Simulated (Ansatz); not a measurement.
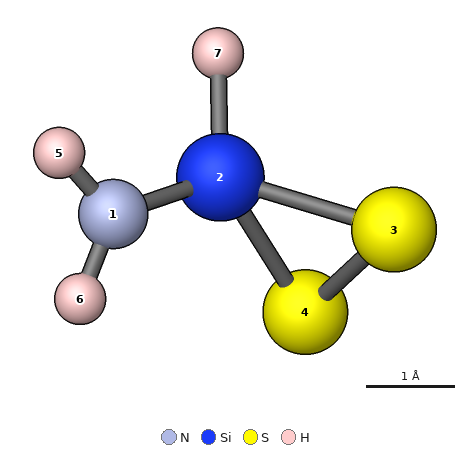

Fig. 1: The starting structure (ball-and-stick view, seen at a tilt; atoms are numbered from 1 in the order of the input). Bond lengths as drawn: H–N 1.01 to 1.05 Å, H–Si 1.49 Å, N–Si 1.64 Å, S–S 2.10 Å and S–Si 2.13 to 2.14 Å.

**SiNH$_{3}$S$_{2}$: molecular dynamics (part 1 of 2)**

SiNH$_{3}$S$_{2}$, SMILES N[SiH]1SS1, computed with RKS PBE0-D4/def2-SVP (Ansatz 0.2.0).

It belongs to a series of runs on one base structure; here: dynamics from the last frame of an earlier run. Figures and captions count atoms from 1; the log counts them from 0 in places.

## Input file
```yaml
crystal:
  periodic: [false, false, false]
  atoms:
    - { symbol: "N", position_ang: [-0.784297, 0.841058, -0.167292] }
    - { symbol: Si, position_ang: [0.530298, -0.130599, -0.039968] }
    - { symbol: S, position_ang: [0.773712, -1.352204, 1.683883] }
    - { symbol: S, position_ang: [0.244321, -2.250621, -0.143043] }
    - { symbol: H, position_ang: [-0.679029, 1.827874, -0.340839] }
    - { symbol: H, position_ang: [-1.744667, 0.4798, -0.369772] }
    - { symbol: H, position_ang: [1.820233, 0.518418, -0.407877] }
basis:
  gaussian: { orbitals: def2-SVP }
hamiltonian:
  xc: pbe0
  dispersion: d4
md:
  timestep: 0.5
  n_steps: 100
  ensemble: nvt_langevin
  temperature: 300.0
  initial_velocities: maxwell_boltzmann
  seed: 796100
  friction: 0.001
scf:
  lower_state_search: "off"
```

Run on 1 thread of AMD EPYC (Zen 5), 24 GiB of memory available, shared host.

Launch command:
```bash
ansatz run input.yaml --threads 1 --pin off --max-ram 2048MiB --backend cpu --events-out ev --progress --plain --runs-dir out
```

## The program's output
```
Engine: ansatz 0.2.0, x86_64-unknown-linux-gnu
Functional definition: PBE0
  parameter a = 0.25
  parameter kappa = 0.804
  parameter beta = 0.06672455060314922
  exchange = (1 - a)*pbe_x(kappa = kappa, mu = beta*pi^2/3) + a*exact_x
  correlation = pbe_c(beta = beta)
these checks for a lower state are left out or cut short: stability, starts, cluster_reference, orbital_swaps, neighbouring_geometries, increment
842 factors; integrals over basis functions are off by at most 4.4e-4 eV
mean field evaluation 1: about -31061.1046 eV, gradient 4.8e1 eV
mean field evaluation 2: about -31055.4187 eV, gradient 6.7e1 eV
mean field evaluation 4: about -31065.5106 eV, gradient 2.1e0 eV
mean field evaluation 8: about -31065.5372 eV, gradient 1.3e-1 eV
mean field evaluation 16: about -31065.5373 eV, gradient 3.3e-5 eV
mean field -31065.53728116 eV, -1141.6374381051 hartree, gradient 1.8e-6 eV, S^2 0.000000; 0 other end points of the search recorded, 0 dependent functions left out
the calculation of the forces begins
reference -31065.53730161 eV, -1141.6374388567 hartree; 28, 28 occupied and 55, 55 virtual orbitals, 842 factors
md step     0: t =     0.00 fs  T =   257.1 K  F+E_penalty+E_count = -31065.71853128 eV  E_kin = 0.232668 eV  (16 SCF iters)
these checks for a lower state are left out or cut short: stability, starts, cluster_reference, orbital_swaps, neighbouring_geometries, increment
842 factors; integrals over basis functions are off by at most 4.4e-4 eV
mean field -31065.56055780 eV, -1141.6382935060 hartree, gradient 1.5e-6 eV, S^2 0.000000; 0 other end points of the search recorded, 0 dependent functions left out
the calculation of the forces begins
reference -31065.56057822 eV, -1141.6382942563 hartree; 28, 28 occupied and 55, 55 virtual orbitals, 842 factors
md step     1: t =     0.50 fs  T =   280.8 K  F+E_penalty+E_count = -31065.74180551 eV  E_kin = 0.254081 eV  (21 SCF iters, 3 dispersion substeps)
[... from here on the SCF iterations and repeated set-up lines of each step are left out, up to the last step ...]
md step     2: t =     1.00 fs  T =   311.2 K  F+E_penalty+E_count = -31065.76524663 eV  E_kin = 0.281593 eV  (21 SCF iters, 3 dispersion substeps)
md step     3: t =     1.50 fs  T =   326.8 K  F+E_penalty+E_count = -31065.78405179 eV  E_kin = 0.295664 eV  (21 SCF iters, 3 dispersion substeps)
md step     4: t =     2.00 fs  T =   342.1 K  F+E_penalty+E_count = -31065.79541211 eV  E_kin = 0.309579 eV  (21 SCF iters, 3 dispersion substeps)
md step     5: t =     2.50 fs  T =   344.4 K  F+E_penalty+E_count = -31065.79938833 eV  E_kin = 0.311659 eV  (21 SCF iters, 3 dispersion substeps)
md step     6: t =     3.00 fs  T =   341.1 K  F+E_penalty+E_count = -31065.79847954 eV  E_kin = 0.308632 eV  (21 SCF iters, 3 dispersion substeps)
md step     7: t =     3.50 fs  T =   339.6 K  F+E_penalty+E_count = -31065.79756222 eV  E_kin = 0.307257 eV  (21 SCF iters, 3 dispersion substeps)
md step     8: t =     4.00 fs  T =   349.8 K  F+E_penalty+E_count = -31065.80176903 eV  E_kin = 0.316491 eV  (14 SCF iters, 3 dispersion substeps)
md step     9: t =     4.50 fs  T =   363.0 K  F+E_penalty+E_count = -31065.81203218 eV  E_kin = 0.328407 eV  (21 SCF iters, 3 dispersion substeps)
md step    10: t =     5.00 fs  T =   374.7 K  F+E_penalty+E_count = -31065.82485983 eV  E_kin = 0.339066 eV  (21 SCF iters, 3 dispersion substeps)
md step    11: t =     5.50 fs  T =   382.4 K  F+E_penalty+E_count = -31065.83558926 eV  E_kin = 0.345997 eV  (20 SCF iters, 3 dispersion substeps)
md step    12: t =     6.00 fs  T =   385.7 K  F+E_penalty+E_count = -31065.84106801 eV  E_kin = 0.349029 eV  (20 SCF iters, 3 dispersion substeps)
md step    13: t =     6.50 fs  T =   389.7 K  F+E_penalty+E_count = -31065.83977698 eV  E_kin = 0.352618 eV  (20 SCF iters, 3 dispersion substeps)
md step    14: t =     7.00 fs  T =   378.8 K  F+E_penalty+E_count = -31065.83210064 eV  E_kin = 0.342719 eV  (21 SCF iters, 3 dispersion substeps)
md step    15: t =     7.50 fs  T =   365.2 K  F+E_penalty+E_count = -31065.82007822 eV  E_kin = 0.330429 eV  (21 SCF iters, 3 dispersion substeps)
md step    16: t =     8.00 fs  T =   350.0 K  F+E_penalty+E_count = -31065.80689185 eV  E_kin = 0.316660 eV  (21 SCF iters, 3 dispersion substeps)
md step    17: t =     8.50 fs  T =   339.1 K  F+E_penalty+E_count = -31065.79550317 eV  E_kin = 0.306856 eV  (14 SCF iters, 3 dispersion substeps)
md step    18: t =     9.00 fs  T =   330.0 K  F+E_penalty+E_count = -31065.78693645 eV  E_kin = 0.298571 eV  (14 SCF iters, 3 dispersion substeps)
md step    19: t =     9.50 fs  T =   327.6 K  F+E_penalty+E_count = -31065.78116142 eV  E_kin = 0.296430 eV  (14 SCF iters, 3 dispersion substeps)
md step    20: t =    10.00 fs  T =   317.7 K  F+E_penalty+E_count = -31065.77717013 eV  E_kin = 0.287427 eV  (15 SCF iters, 3 dispersion substeps)
md step    21: t =    10.50 fs  T =   314.7 K  F+E_penalty+E_count = -31065.77261111 eV  E_kin = 0.284777 eV  (15 SCF iters, 3 dispersion substeps)
md step    22: t =    11.00 fs  T =   311.4 K  F+E_penalty+E_count = -31065.76526833 eV  E_kin = 0.281747 eV  (21 SCF iters, 3 dispersion substeps)
md step    23: t =    11.50 fs  T =   298.3 K  F+E_penalty+E_count = -31065.75500305 eV  E_kin = 0.269911 eV  (15 SCF iters, 3 dispersion substeps)
md step    24: t =    12.00 fs  T =   286.4 K  F+E_penalty+E_count = -31065.74372962 eV  E_kin = 0.259126 eV  (15 SCF iters, 3 dispersion substeps)
md step    25: t =    12.50 fs  T =   273.8 K  F+E_penalty+E_count = -31065.73490380 eV  E_kin = 0.247762 eV  (15 SCF iters, 3 dispersion substeps)
md step    26: t =    13.00 fs  T =   275.9 K  F+E_penalty+E_count = -31065.73162491 eV  E_kin = 0.249627 eV  (15 SCF iters, 3 dispersion substeps)
md step    27: t =    13.50 fs  T =   288.6 K  F+E_penalty+E_count = -31065.73477216 eV  E_kin = 0.261096 eV  (14 SCF iters, 3 dispersion substeps)
md step    28: t =    14.00 fs  T =   297.2 K  F+E_penalty+E_count = -31065.74222721 eV  E_kin = 0.268873 eV  (14 SCF iters, 3 dispersion substeps)
md step    29: t =    14.50 fs  T =   294.7 K  F+E_penalty+E_count = -31065.74977566 eV  E_kin = 0.266689 eV  (15 SCF iters, 3 dispersion substeps)
md step    30: t =    15.00 fs  T =   299.8 K  F+E_penalty+E_count = -31065.75409669 eV  E_kin = 0.271238 eV  (21 SCF iters, 3 dispersion substeps)
md step    31: t =    15.50 fs  T =   293.0 K  F+E_penalty+E_count = -31065.75387666 eV  E_kin = 0.265114 eV  (21 SCF iters, 3 dispersion substeps)
md step    32: t =    16.00 fs  T =   288.5 K  F+E_penalty+E_count = -31065.75022301 eV  E_kin = 0.261080 eV  (15 SCF iters, 3 dispersion substeps)
md step    33: t =    16.50 fs  T =   291.8 K  F+E_penalty+E_count = -31065.74617959 eV  E_kin = 0.263995 eV  (15 SCF iters)
md step    34: t =    17.00 fs  T =   301.2 K  F+E_penalty+E_count = -31065.74494027 eV  E_kin = 0.272517 eV  (15 SCF iters)
md step    35: t =    17.50 fs  T =   302.6 K  F+E_penalty+E_count = -31065.74866620 eV  E_kin = 0.273837 eV  (16 SCF iters)
md step    36: t =    18.00 fs  T =   317.2 K  F+E_penalty+E_count = -31065.75856629 eV  E_kin = 0.287011 eV  (15 SCF iters)
md step    37: t =    18.50 fs  T =   339.7 K  F+E_penalty+E_count = -31065.77337432 eV  E_kin = 0.307328 eV  (15 SCF iters)
md step    38: t =    19.00 fs  T =   358.9 K  F+E_penalty+E_count = -31065.78986301 eV  E_kin = 0.324779 eV  (21 SCF iters)
md step    39: t =    19.50 fs  T =   372.1 K  F+E_penalty+E_count = -31065.80400663 eV  E_kin = 0.336729 eV  (21 SCF iters)
md step    40: t =    20.00 fs  T =   385.7 K  F+E_penalty+E_count = -31065.81293813 eV  E_kin = 0.349029 eV  (21 SCF iters)
md step    41: t =    20.50 fs  T =   384.3 K  F+E_penalty+E_count = -31065.81582053 eV  E_kin = 0.347750 eV  (21 SCF iters)
md step    42: t =    21.00 fs  T =   378.9 K  F+E_penalty+E_count = -31065.81437436 eV  E_kin = 0.342811 eV  (21 SCF iters)
md step    43: t =    21.50 fs  T =   389.4 K  F+E_penalty+E_count = -31065.81214125 eV  E_kin = 0.352361 eV  (21 SCF iters)
md step    44: t =    22.00 fs  T =   396.9 K  F+E_penalty+E_count = -31065.81229401 eV  E_kin = 0.359144 eV  (21 SCF iters)
md step    45: t =    22.50 fs  T =   405.4 K  F+E_penalty+E_count = -31065.81513800 eV  E_kin = 0.366842 eV  (21 SCF iters, 3 dispersion substeps)
md step    46: t =    23.00 fs  T =   401.7 K  F+E_penalty+E_count = -31065.81854747 eV  E_kin = 0.363454 eV  (21 SCF iters, 3 dispersion substeps)
md step    47: t =    23.50 fs  T =   409.5 K  F+E_penalty+E_count = -31065.81945562 eV  E_kin = 0.370507 eV  (21 SCF iters, 3 dispersion substeps)
md step    48: t =    24.00 fs  T =   402.3 K  F+E_penalty+E_count = -31065.81497636 eV  E_kin = 0.363990 eV  (21 SCF iters, 3 dispersion substeps)
md step    49: t =    24.50 fs  T =   398.8 K  F+E_penalty+E_count = -31065.80399789 eV  E_kin = 0.360887 eV  (21 SCF iters, 3 dispersion substeps)
md step    50: t =    25.00 fs  T =   378.4 K  F+E_penalty+E_count = -31065.78821272 eV  E_kin = 0.342370 eV  (21 SCF iters, 3 dispersion substeps)
md step    51: t =    25.50 fs  T =   361.4 K  F+E_penalty+E_count = -31065.77170249 eV  E_kin = 0.327022 eV  (21 SCF iters, 3 dispersion substeps)
md step    52: t =    26.00 fs  T =   347.2 K  F+E_penalty+E_count = -31065.75791713 eV  E_kin = 0.314164 eV  (21 SCF iters, 3 dispersion substeps)
md step    53: t =    26.50 fs  T =   331.8 K  F+E_penalty+E_count = -31065.74863626 eV  E_kin = 0.300181 eV  (21 SCF iters, 3 dispersion substeps)
md step    54: t =    27.00 fs  T =   326.3 K  F+E_penalty+E_count = -31065.74431596 eV  E_kin = 0.295232 eV  (21 SCF iters, 3 dispersion substeps)
md step    55: t =    27.50 fs  T =   330.8 K  F+E_penalty+E_count = -31065.74330745 eV  E_kin = 0.299291 eV  (21 SCF iters, 3 dispersion substeps)
md step    56: t =    28.00 fs  T =   330.7 K  F+E_penalty+E_count = -31065.74258012 eV  E_kin = 0.299213 eV  (21 SCF iters, 3 dispersion substeps)
md step    57: t =    28.50 fs  T =   326.2 K  F+E_penalty+E_count = -31065.73824641 eV  E_kin = 0.295110 eV  (21 SCF iters, 3 dispersion substeps)
md step    58: t =    29.00 fs  T =   307.5 K  F+E_penalty+E_count = -31065.72707852 eV  E_kin = 0.278254 eV  (21 SCF iters, 3 dispersion substeps)
md step    59: t =    29.50 fs  T =   289.1 K  F+E_penalty+E_count = -31065.70906740 eV  E_kin = 0.261590 eV  (21 SCF iters, 3 dispersion substeps)
md step    60: t =    30.00 fs  T =   266.8 K  F+E_penalty+E_count = -31065.68786005 eV  E_kin = 0.241390 eV  (21 SCF iters, 3 dispersion substeps)
md step    61: t =    30.50 fs  T =   249.6 K  F+E_penalty+E_count = -31065.66873692 eV  E_kin = 0.225805 eV  (21 SCF iters, 3 dispersion substeps)
md step    62: t =    31.00 fs  T =   233.6 K  F+E_penalty+E_count = -31065.65654010 eV  E_kin = 0.211395 eV  (21 SCF iters, 3 dispersion substeps)
md step    63: t =    31.50 fs  T =   227.4 K  F+E_penalty+E_count = -31065.65309749 eV  E_kin = 0.205744 eV  (21 SCF iters, 3 dispersion substeps)
md step    64: t =    32.00 fs  T =   227.9 K  F+E_penalty+E_count = -31065.65531747 eV  E_kin = 0.206195 eV  (20 SCF iters, 3 dispersion substeps)
md step    65: t =    32.50 fs  T =   226.9 K  F+E_penalty+E_count = -31065.65876115 eV  E_kin = 0.205346 eV  (21 SCF iters, 3 dispersion substeps)
md step    66: t =    33.00 fs  T =   230.6 K  F+E_penalty+E_count = -31065.66044785 eV  E_kin = 0.208688 eV  (21 SCF iters, 3 dispersion substeps)
md step    67: t =    33.50 fs  T =   233.7 K  F+E_penalty+E_count = -31065.65934640 eV  E_kin = 0.211493 eV  (21 SCF iters, 3 dispersion substeps)
md step    68: t =    34.00 fs  T =   226.2 K  F+E_penalty+E_count = -31065.65647359 eV  E_kin = 0.204659 eV  (21 SCF iters, 3 dispersion substeps)
md step    69: t =    34.50 fs  T =   225.1 K  F+E_penalty+E_count = -31065.65443442 eV  E_kin = 0.203635 eV  (21 SCF iters, 3 dispersion substeps)
md step    70: t =    35.00 fs  T =   225.4 K  F+E_penalty+E_count = -31065.65594710 eV  E_kin = 0.203985 eV  (21 SCF iters, 3 dispersion substeps)
md step    71: t =    35.50 fs  T =   225.3 K  F+E_penalty+E_count = -31065.66201415 eV  E_kin = 0.203882 eV  (16 SCF iters, 3 dispersion substeps)
md step    72: t =    36.00 fs  T =   241.7 K  F+E_penalty+E_count = -31065.67205586 eV  E_kin = 0.218726 eV  (21 SCF iters, 3 dispersion substeps)
md step    73: t =    36.50 fs  T =   258.9 K  F+E_penalty+E_count = -31065.68418766 eV  E_kin = 0.234296 eV  (21 SCF iters, 3 dispersion substeps)
md step    74: t =    37.00 fs  T =   278.5 K  F+E_penalty+E_count = -31065.69601374 eV  E_kin = 0.252009 eV  (21 SCF iters, 3 dispersion substeps)
md step    75: t =    37.50 fs  T =   292.2 K  F+E_penalty+E_count = -31065.70486914 eV  E_kin = 0.264413 eV  (21 SCF iters, 3 dispersion substeps)
md step    76: t =    38.00 fs  T =   304.6 K  F+E_penalty+E_count = -31065.70870277 eV  E_kin = 0.275585 eV  (21 SCF iters, 3 dispersion substeps)
md step    77: t =    38.50 fs  T =   295.5 K  F+E_penalty+E_count = -31065.70730076 eV  E_kin = 0.267341 eV  (21 SCF iters, 3 dispersion substeps)
md step    78: t =    39.00 fs  T =   296.9 K  F+E_penalty+E_count = -31065.70272075 eV  E_kin = 0.268630 eV  (21 SCF iters, 3 dispersion substeps)
md step    79: t =    39.50 fs  T =   295.2 K  F+E_penalty+E_count = -31065.69832361 eV  E_kin = 0.267136 eV  (21 SCF iters, 3 dispersion substeps)
md step    80: t =    40.00 fs  T =   297.0 K  F+E_penalty+E_count = -31065.69799541 eV  E_kin = 0.268708 eV  (21 SCF iters, 3 dispersion substeps)
md step    81: t =    40.50 fs  T =   305.0 K  F+E_penalty+E_count = -31065.70305130 eV  E_kin = 0.276012 eV  (20 SCF iters, 3 dispersion substeps)
md step    82: t =    41.00 fs  T =   309.2 K  F+E_penalty+E_count = -31065.71147172 eV  E_kin = 0.279785 eV  (20 SCF iters, 3 dispersion substeps)
md step    83: t =    41.50 fs  T =   316.8 K  F+E_penalty+E_count = -31065.71919491 eV  E_kin = 0.286623 eV  (20 SCF iters, 3 dispersion substeps)
md step    84: t =    42.00 fs  T =   328.0 K  F+E_penalty+E_count = -31065.72218119 eV  E_kin = 0.296764 eV  (20 SCF iters, 3 dispersion substeps)
md step    85: t =    42.50 fs  T =   318.4 K  F+E_penalty+E_count = -31065.71810715 eV  E_kin = 0.288134 eV  (20 SCF iters, 3 dispersion substeps)
md step    86: t =    43.00 fs  T =   307.7 K  F+E_penalty+E_count = -31065.70794646 eV  E_kin = 0.278397 eV  (20 SCF iters, 3 dispersion substeps)
md step    87: t =    43.50 fs  T =   292.3 K  F+E_penalty+E_count = -31065.69480525 eV  E_kin = 0.264487 eV  (20 SCF iters, 3 dispersion substeps)
md step    88: t =    44.00 fs  T =   287.3 K  F+E_penalty+E_count = -31065.68143646 eV  E_kin = 0.259958 eV  (20 SCF iters, 3 dispersion substeps)
md step    89: t =    44.50 fs  T =   276.9 K  F+E_penalty+E_count = -31065.67048252 eV  E_kin = 0.250514 eV  (16 SCF iters, 3 dispersion substeps)
md step    90: t =    45.00 fs  T =   263.4 K  F+E_penalty+E_count = -31065.66387661 eV  E_kin = 0.238364 eV  (15 SCF iters, 3 dispersion substeps)
```
